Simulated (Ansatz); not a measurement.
# AlH2− (singlet): B2PLYP, RKS PBE0, RPA-PBE over vertical spin and charge gaps and displaced geometries, 6-31++G**, part 2 of 2

Ansatz 0.2.0, Gaussian basis; 6-31++G**, all electrons in the functionals, frozen cores in the correlation of double hybrids and RPA. Earlier steps stand in the parts before.

### 8 RKS PBE0, displaced geometry v1

in.yaml

```yaml
crystal:
  periodic: [false, false, false]
  atoms:
    - {symbol: Al, position_ang: [-0.001609, -0.081988, 0.002257]}
    - {symbol: H, position_ang: [-0.002442, 1.067710, -1.241777]}
    - {symbol: H, position_ang: [0.045522, 1.127021, 1.181370]}
basis:
  gaussian: {orbitals: "6-31++G**"}
total_charge: -1
hamiltonian: {xc: {name: PBE0}}
```

Launch:

```console
$ ansatz run in.yaml --threads 1 --pin off --events-out ev --progress --plain --max-ram 2393MiB
```

What it wrote:

```text
Functional definition: PBE0
  name "PBE0"
  cite "Adamo & Barone, J. Chem. Phys. 110, 6158 (1999) doi:10.1063/1.478522"
  cite "Perdew, Burke & Ernzerhof, Phys. Rev. Lett. 77, 3865 (1996) doi:10.1103/PhysRevLett.77.3865"
  parent pbe
  parameter a = 0.25
  parameter kappa = 0.804
  parameter beta = 0.06672455060314922
  exchange = (1 - a)*pbe_x(kappa = kappa, mu = beta*pi^2/3) + a*exact_x
  correlation = pbe_c(beta = beta)
380 factors; their error is unknown
mean field evaluation 1: about -6624.5772 eV, gradient 7.5e0 eV
mean field evaluation 2: about -6624.7672 eV, gradient 3.1e0 eV
mean field evaluation 4: about -6624.8153 eV, gradient 5.8e-2 eV
mean field evaluation 8: about -6624.8714 eV, gradient 5.5e-4 eV
mean field -6624.87140967 eV, -243.4595338064 hartree, gradient 2.9e-5 eV, S^2 0.000000; 0 other end points of the search recorded, 0 dependent functions left out
reference -6624.87143454 eV, -243.4595347200 hartree; 8, 8 occupied and 27, 27 virtual orbitals, 380 factors
Total energy: -6624.87143454 eV, -243.4595347200 hartree
```

Run time: 0.21 s. Hardware: 1 thread of Intel Xeon 6975P-C, shared host.

From charge -1, singlet: +0.3 kJ/mol.

### 9 RKS PBE0, displaced geometry v2

in.yaml

```yaml
crystal:
  periodic: [false, false, false]
  atoms:
    - {symbol: Al, position_ang: [0.008799, -0.080504, -0.000522]}
    - {symbol: H, position_ang: [-0.156076, 1.093710, -1.221809]}
    - {symbol: H, position_ang: [-0.079455, 1.061287, 1.235772]}
basis:
  gaussian: {orbitals: "6-31++G**"}
total_charge: -1
hamiltonian: {xc: {name: PBE0}}
```

Launched as before.

What it wrote:

```text
Functional definition: PBE0
  name "PBE0"
  cite "Adamo & Barone, J. Chem. Phys. 110, 6158 (1999) doi:10.1063/1.478522"
  cite "Perdew, Burke & Ernzerhof, Phys. Rev. Lett. 77, 3865 (1996) doi:10.1103/PhysRevLett.77.3865"
  parent pbe
  parameter a = 0.25
  parameter kappa = 0.804
  parameter beta = 0.06672455060314922
  exchange = (1 - a)*pbe_x(kappa = kappa, mu = beta*pi^2/3) + a*exact_x
  correlation = pbe_c(beta = beta)
380 factors; their error is unknown
mean field evaluation 1: about -6624.5831 eV, gradient 7.4e0 eV
mean field evaluation 2: about -6624.7721 eV, gradient 3.0e0 eV
mean field evaluation 4: about -6624.8177 eV, gradient 6.0e-2 eV
mean field evaluation 8: about -6624.8738 eV, gradient 9.3e-4 eV
mean field -6624.87379087 eV, -243.4596213139 hartree, gradient 2.3e-5 eV, S^2 0.000000; 0 other end points of the search recorded, 0 dependent functions left out
reference -6624.87381574 eV, -243.4596222277 hartree; 8, 8 occupied and 27, 27 virtual orbitals, 380 factors
Total energy: -6624.87381574 eV, -243.4596222277 hartree
```

Run time: 0.18 s. Hardware: 1 thread of Intel Xeon 6975P-C, shared host.

From charge -1, singlet: +0.1 kJ/mol.

### 10 RPA-PBE, charge -1, singlet

in.yaml

```yaml
crystal:
  periodic: [false, false, false]
  atoms:
    - {symbol: Al, position_ang: [0.000000, -0.081048, 0.000000]}
    - {symbol: H, position_ang: [0.000000, 1.084792, -1.232881]}
    - {symbol: H, position_ang: [0.000000, 1.084792, 1.232880]}
basis:
  gaussian: {orbitals: "6-31++G**"}
total_charge: -1
magnetization: {spin_polarized: true, initial_magnetization: 0}
hamiltonian: {xc: {name: PBE}}
correlation: {method: rpa, electrons: outside_noble_gas}
```

The command is unchanged.

What it wrote, shortened:

```text
Functional definition: PBE
  name "PBE"
  cite "Perdew, Burke & Ernzerhof, Phys. Rev. Lett. 77, 3865 (1996) doi:10.1103/PhysRevLett.77.3865"
  parent pbe
[...]
295 factors; integrals over basis functions are off by at most 7.1e-4 eV
[...]
mean field -6624.20009236 eV, -243.4348633502 hartree, gradient 7.8e-7 eV, S^2 0.000000; 7 other end points of the search recorded, 0 dependent functions left out
5 core orbitals not correlated: weight in the atoms' cores, before any rotation towards them, 1.000 or more for the frozen orbitals, at most 0.000 for the correlated occupied ones
reference -6612.46658559 eV, -243.0036649297 hartree; 3, 3 occupied and 27, 27 virtual orbitals, 295 factors
Total energy: -6617.01269788 eV, -243.1707314746 hartree
```

Wall time 1.5 s (1 thread of Intel Xeon 6975P-C, shared host).

From the report: ⟨S²⟩ of the determinant 0.000 (pure singlet: 0.00).

### 11 RPA-PBE, charge -1, triplet

Changes to in.yaml since step 10:

```diff
@@ -9,3 +9,3 @@
 total_charge: -1
-magnetization: {spin_polarized: true, initial_magnetization: 0}
+magnetization: {spin_polarized: true, initial_magnetization: 2}
 hamiltonian: {xc: {name: PBE}}
```

The command is unchanged.

What it wrote, shortened:

```text
Functional definition: PBE
  name "PBE"
  cite "Perdew, Burke & Ernzerhof, Phys. Rev. Lett. 77, 3865 (1996) doi:10.1103/PhysRevLett.77.3865"
  parent pbe
[...]
295 factors; integrals over basis functions are off by at most 7.1e-4 eV
[...]
mean field -6623.45090098 eV, -243.4073310747 hartree, gradient 9.5e-7 eV, S^2 2.001756; 0 other end points of the search recorded, 0 dependent functions left out
5 core orbitals not correlated: weight in the atoms' cores, before any rotation towards them, 1.000 or more for the frozen orbitals, at most 0.000 for the correlated occupied ones
reference -6612.03150546 eV, -242.9876760298 hartree; 4, 2 occupied and 26, 28 virtual orbitals, 295 factors
Total energy: -6616.11529490 eV, -243.1377525237 hartree
```

Run time: 0.45 s. Hardware: 1 thread of Intel Xeon 6975P-C, shared host.

From the report: ⟨S²⟩ of the determinant 2.002 (pure triplet: 2.00).

From charge -1, singlet: +86.6 kJ/mol.

### 12 RPA-PBE, charge 0, doublet

Changes to in.yaml since step 11:

```diff
@@ -8,4 +8,3 @@
   gaussian: {orbitals: "6-31++G**"}
-total_charge: -1
-magnetization: {spin_polarized: true, initial_magnetization: 2}
+magnetization: {spin_polarized: true, initial_magnetization: 1}
 hamiltonian: {xc: {name: PBE}}
```

Launched as before.

What it wrote, shortened:

```text
Functional definition: PBE
  name "PBE"
  cite "Perdew, Burke & Ernzerhof, Phys. Rev. Lett. 77, 3865 (1996) doi:10.1103/PhysRevLett.77.3865"
  parent pbe
[...]
295 factors; integrals over basis functions are off by at most 7.1e-4 eV
[...]
mean field -6622.90361831 eV, -243.3872188076 hartree, gradient 3.0e-6 eV, S^2 0.751221; 0 other end points of the search recorded, 0 dependent functions left out
5 core orbitals not correlated: weight in the atoms' cores, before any rotation towards them, 1.000 or more for the frozen orbitals, at most 0.000 for the correlated occupied ones
reference -6611.98366638 eV, -242.9859179761 hartree; 3, 2 occupied and 27, 28 virtual orbitals, 295 factors
Total energy: -6615.83728497 eV, -243.1275358470 hartree
```

Wall time 0.39 s (1 thread of Intel Xeon 6975P-C, shared host).

From the report: ⟨S²⟩ of the determinant 0.751 (pure doublet: 0.75).

From charge -1, singlet: +113.4 kJ/mol.

### 13 RPA-PBE, displaced geometry v1

in.yaml

```yaml
crystal:
  periodic: [false, false, false]
  atoms:
    - {symbol: Al, position_ang: [-0.001609, -0.081988, 0.002257]}
    - {symbol: H, position_ang: [-0.002442, 1.067710, -1.241777]}
    - {symbol: H, position_ang: [0.045522, 1.127021, 1.181370]}
basis:
  gaussian: {orbitals: "6-31++G**"}
total_charge: -1
magnetization: {spin_polarized: true, initial_magnetization: 0}
hamiltonian: {xc: {name: PBE}}
correlation: {method: rpa, electrons: outside_noble_gas}
```

Same command.

What it wrote, shortened:

```text
Functional definition: PBE
  name "PBE"
  cite "Perdew, Burke & Ernzerhof, Phys. Rev. Lett. 77, 3865 (1996) doi:10.1103/PhysRevLett.77.3865"
  parent pbe
[...]
295 factors; integrals over basis functions are off by at most 7.4e-4 eV
[...]
mean field -6624.19610823 eV, -243.4347169360 hartree, gradient 6.9e-7 eV, S^2 0.000000; 7 other end points of the search recorded, 0 dependent functions left out
5 core orbitals not correlated: weight in the atoms' cores, before any rotation towards them, 1.000 or more for the frozen orbitals, at most 0.000 for the correlated occupied ones
reference -6612.45934423 eV, -243.0033988146 hartree; 3, 3 occupied and 27, 27 virtual orbitals, 295 factors
Total energy: -6617.00904150 eV, -243.1705971053 hartree
```

Run time: 1.5 s. Hardware: 1 thread of Intel Xeon 6975P-C, shared host.

From the report: ⟨S²⟩ of the determinant 0.000 (pure singlet: 0.00).

From charge -1, singlet: +0.4 kJ/mol.

### 14 RPA-PBE, displaced geometry v2

in.yaml

```yaml
crystal:
  periodic: [false, false, false]
  atoms:
    - {symbol: Al, position_ang: [0.008799, -0.080504, -0.000522]}
    - {symbol: H, position_ang: [-0.156076, 1.093710, -1.221809]}
    - {symbol: H, position_ang: [-0.079455, 1.061287, 1.235772]}
basis:
  gaussian: {orbitals: "6-31++G**"}
total_charge: -1
magnetization: {spin_polarized: true, initial_magnetization: 0}
hamiltonian: {xc: {name: PBE}}
correlation: {method: rpa, electrons: outside_noble_gas}
```

Launched as before.

What it wrote, shortened:

```text
Functional definition: PBE
  name "PBE"
  cite "Perdew, Burke & Ernzerhof, Phys. Rev. Lett. 77, 3865 (1996) doi:10.1103/PhysRevLett.77.3865"
  parent pbe
[...]
295 factors; integrals over basis functions are off by at most 7.6e-4 eV
[...]
mean field -6624.19828834 eV, -243.4347970537 hartree, gradient 1.3e-6 eV, S^2 0.000000; 7 other end points of the search recorded, 0 dependent functions left out
5 core orbitals not correlated: weight in the atoms' cores, before any rotation towards them, 1.000 or more for the frozen orbitals, at most 0.000 for the correlated occupied ones
reference -6612.46607438 eV, -243.0036461430 hartree; 3, 3 occupied and 27, 27 virtual orbitals, 295 factors
Total energy: -6617.01245610 eV, -243.1707225897 hartree
```

It took 1.5 s on 1 thread of Intel Xeon 6975P-C, shared host.

From the report: ⟨S²⟩ of the determinant 0.000 (pure singlet: 0.00).

From charge -1, singlet: 0.0 kJ/mol.

### 15 The comparison

The yardstick is full CI for this spin, exact in this basis with these frozen cores. It comes from earlier runs at the same points. Energies in kJ/mol, counted from charge -1, singlet; blanks weren't run or aren't comparable.

```tsv
level	singlet to triplet	removing an electron (doublet)	displacement v1	displacement v2
FCI	80.1	103.9	0.5	0.0
B2PLYP	88.8	115.0	0.4	0.1
RKS PBE0			0.3	0.1
RPA-PBE	86.6	113.4	0.4	0.0
```

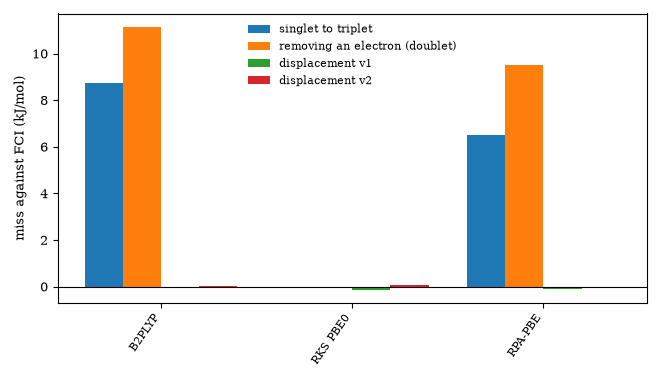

Misses of the gaps against FCI.

Largest miss and mean time a point (FCI took 17 s a point; shared hosts):

```tsv
level	largest miss (kJ/mol)	where	time a point
B2PLYP	+11.2	removing an electron (doublet)	0.59 s
RKS PBE0	-0.1	displacement v1	0.2 s
RPA-PBE	+9.5	removing an electron (doublet)	1.1 s
```

### 16 Outcome

What follows sums up all 2 parts.

| quantity | value |
| --- | --- |
| singlet to triplet, FCI | 80.1 kJ/mol |
| removing an electron (doublet), FCI | 103.9 kJ/mol |
| displacement v1, FCI | 0.5 kJ/mol |
| displacement v2, FCI | 0.0 kJ/mol |
| largest miss, B2PLYP | +11.2 kJ/mol (removing an electron (doublet)) |
| largest miss, RKS PBE0 | -0.1 kJ/mol (displacement v1) |
| largest miss, RPA-PBE | +9.5 kJ/mol (removing an electron (doublet)) |

**Reading.** Misses are known at 4 of 4 points at best, and only functionals with that many are ranked. Of the functionals, RPA-PBE keep the smallest largest miss at the points compared (at most 9.5 kJ/mol) and B2PLYP strays most (11.2 kJ/mol, at removing an electron (doublet)). Functionals and the yardstick converge differently with the basis, so part of each miss in 6-31++G** is the basis.
